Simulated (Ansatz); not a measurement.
**Fields on a plane of YAlGe (space group Cmcm)**

```xyz
6
Lattice="2.0132 -5.1599 0.0000 2.0132 5.1599 0.0000 0.0000 0.0000 5.7223" Properties=species:S:1:pos:R:3 pbc="T T T"
Y      2.0132     1.9687     4.2918
Y      2.0132    -1.9687     1.4306
Al     0.0000     0.0000     0.0000
Al     0.0000     0.0000     2.8612
Ge     2.0132     1.0859     1.4306
Ge     2.0132    -1.0859     4.2918
```

The slice is a (011) plane (indices of the conventional cell) through the point (0.000, 0.000, 0.500) (fractional), spanned by u = [110] and v = [1 -1 1] in vectors of this cell: u (4.03 Å) and v (11.80 Å, at 90° to u). It covers one period; positions are fractions (u, v).

Atoms on it: Al at (0.50, 0.50); Al at (0.00, 0.00). Other atoms lie within 1 Å of the plane.

Calculation: PBEsol (plane waves to 420 eV, PAW, scalar-relativistic; Ansatz, a quantum-chemistry and plane-wave program). k mesh 12×12×8. These are valence fields of a PAW run, semicore shells included where kept as valence: close to a nucleus they are smooth pseudo fields. YAlGe is run without spin polarisation. YAlGe was relaxed with its symmetry unable to fall.

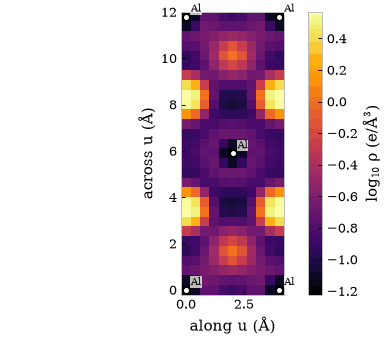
*Log₁₀ of the valence density in e/Å³, one period of the plane, atoms marked. The scale is logarithmic, as a density can span decades between atoms and voids.*

```tsv
v \ u	0.00	0.20	0.40	0.60	0.80
0.96	x	x	7.2	7.2	x
0.86	7.3	6.7	x	x	6.7
0.75	x	<0.0	7.1	7.1	<0.0
0.64	x	<0.0	7.8	7.8	<0.0
0.54	8.3	5.1	x	x	5.1
0.43	6.3	6.1	x	x	6.1
0.32	x	x	7.5	7.5	x
0.21	<0.0	1.7	4.6	4.6	1.7
0.11	5.1	6.4	x	x	6.4
0.00	x	x	8.0	8.0	x
```

Values: electrostatic potential energy of an electron, from the cell's mean, in eV. Points within 1 Å of a nucleus are blanked (x), as the pseudised field means little there. Values under 0 eV are set to 0. The zero, the cell's mean, hangs on the PAW cores.
